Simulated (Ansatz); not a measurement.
Where the default PAW files enter, the runs use the earlier of Ansatz's two default sets.

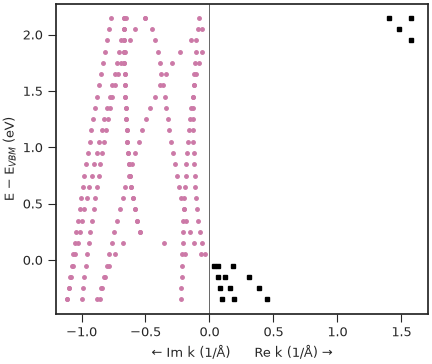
Complex bands at the centre of the two-dimensional zone; r2SCAN run with Ansatz (a program for electronic structure)

The gap is the functional's own, uncorrected, and κ follows it; spin-orbit coupling is left out. Mid-gap means the computed energy nearest the middle.

This is GaP (F-43m, zinc blende, 2 atoms a cell, 20.3 Å³ an atom) along the normal of (110). Read off the slowest decay at the centre of the two-dimensional zone at 0.95 eV, the computed energy nearest the middle of the gap.

κ ≈ 0.12 1/Å, a decay length 1/(2κ) of the density of 4.1 Å.
